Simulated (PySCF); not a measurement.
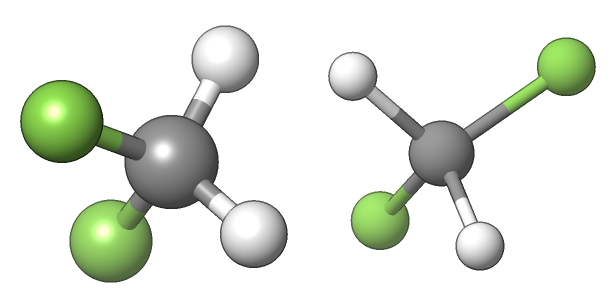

The same structure drawn twice, from different directions. Colours: fluorine green, carbon grey, hydrogen white.

The computed structure is the end point of a PBE0-D3(BJ)/def2-SVP optimisation. No frequency run is at hand to confirm it as a minimum.

Question: Which formula does it have?

Answer: CH₂F₂, 5 atoms: 1 carbon, 2 hydrogen and 2 fluorine.

Question: Name functional groups in it.

Answer: Among them: C–F bond.

Question: How many bonds of each kind are drawn?

Answer: 2 C–F, 2 C–H.

Question: Write the SMILES.

Answer: FCF

More results for the same structure follow; atom numbers are the same in all pictures, views and colours differ.

**Geometry**

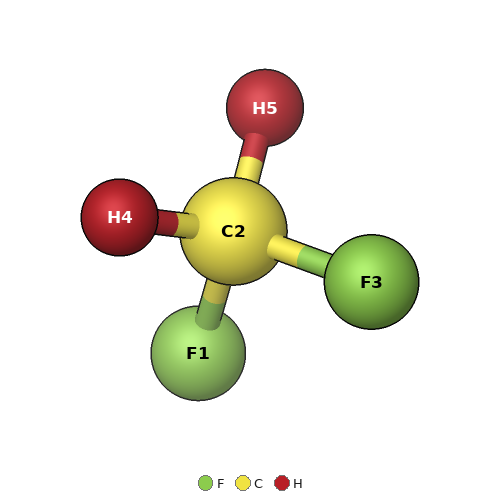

The atoms are numbered. No frequency run is at hand to confirm it as a minimum.

Give these bond angles: F1–C2–F3, F1–C2–H4, H4–C2–H5.

```json
{"angle": "F1–C2–F3", "degrees": "109.3"}
{"angle": "F1–C2–H4", "degrees": "108.9"}
{"angle": "H4–C2–H5", "degrees": "111.7"}
```

**Electronic properties**

No frequency run is at hand to confirm it as a minimum. Level of theory: PBE0/pcSseg-1, gas phase (PySCF 2.14.0).

What does the calculation give?

- dipole moment: 1.92 D
- HOMO energy (Kohn–Sham orbital): −9.72 eV
- LUMO energy (Kohn–Sham orbital): 1.73 eV
- HOMO–LUMO gap: 11.45 eV

**Spin–spin coupling**

No frequency run is at hand to confirm it as a minimum. Properties computed with B3LYP/pcJ-1 indirect spin-spin coupling, non-relativistic, gas phase (PySCF 2.14.0). Isotopes: 13C, 19F, 1H.

Give the spin–spin coupling constants of these pairs, with the number of bonds between them: F1/C2, C2/F3, C2/H4, C2/H5, F1/H5, F1/F3, F1/H4, F3/H4, F3/H5, H4/H5.

```tsv
pair	bonds apart	J (Hz)
F1, C2	1	−308.4
C2, F3	1	−308.5
C2, H4	1	183.8
C2, H5	1	183.8
F1, H5	2	57.1
F1, F3	2	304.2
F1, H4	2	57.1
F3, H4	2	57.1
F3, H5	2	57.2
H4, H5	2	1.6
```

Density functionals are unreliable for couplings to fluorine, so those rows may be far off.

**NMR shielding**

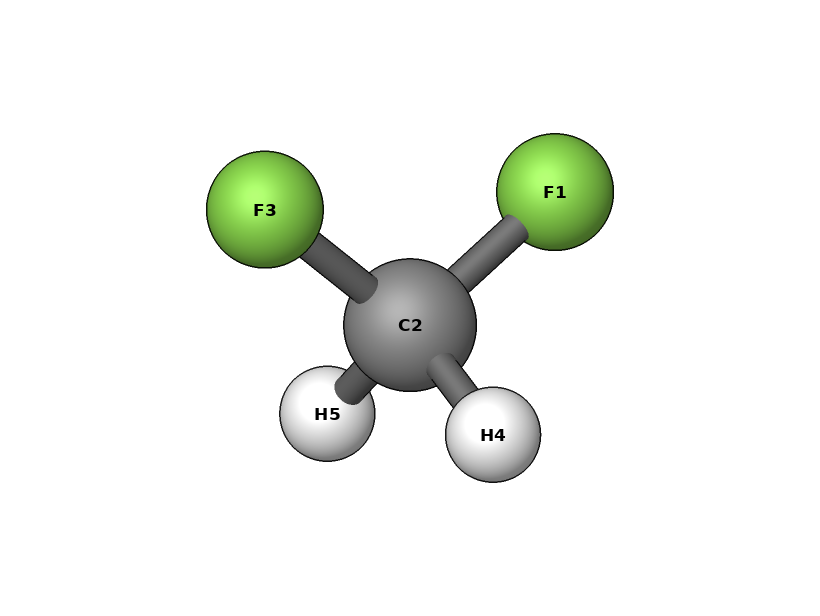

No frequency run is at hand to confirm it as a minimum. Level of theory: GIAO PBE0/pcSseg-1 NMR shielding, non-relativistic, gas phase (PySCF 2.14.0). Principal shieldings σ11 ≤ σ22 ≤ σ33, span Ω = σ33 − σ11, skew κ = 3(σiso − σ22)/Ω.

Give the shielding tensors of the C atoms.

```
atom   σ11   σ22   σ33  σiso     Ω     κ
  C2  53.4  71.0  94.9  73.1  41.5  0.15
```

Shieldings and span in ppm.
